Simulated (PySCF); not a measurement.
```xyz
15

C     2.6201   -0.2959   -0.4972
C     1.3647   -0.1119   -0.8599
Cl    0.9607    0.0839   -2.5287
Ge   -0.2300   -0.0247    0.2901
C    -1.4644   -1.4726   -0.2353
C    -1.0562    1.7586    0.0971
H     3.4420   -0.3331   -1.1944
H     2.8505   -0.4167    0.5481
H     0.2717   -0.2362    1.7056
H    -1.7689   -1.3466   -1.2709
H    -0.9884   -2.4439   -0.1354
H    -2.3557   -1.4627    0.3860
H    -0.3713    2.5390    0.4165
H    -1.3177    1.9386   -0.9424
H    -1.9615    1.8321    0.6934
```

Geometry: GFN2-xTB.

Theory: PBE0/def2-SVPD, SCF density, gas phase (PySCF 2.14.0).

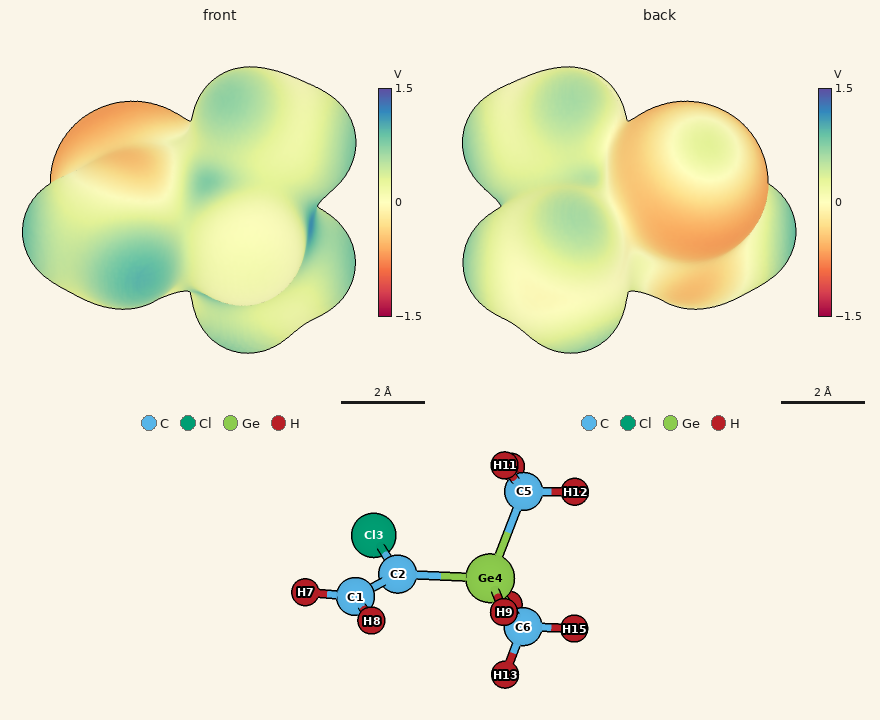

C4H9ClGe. The molecular electrostatic potential painted on the density surface at 0.002 e/bohr³, seen from the front and from behind; the colour scale runs from red (negative) to blue (positive). The bare structure is drawn below in the same view.

Q: Which sites attract a positive test charge, and which a negative one?

A: A positive charge is drawn to the negative regions and a negative charge to the positive ones. The most negative region (about −0.6 V, or −14 kcal/mol for a unit charge) lies over Cl3, the most positive (about +1.0 V, or +23 kcal/mol for a unit charge) over Ge4 and H8. Cl3 shows a σ-hole: about +0.3 V at the tip opposite its bond, against about −0.4 V, or −9 kcal/mol for a unit charge on its flanks.
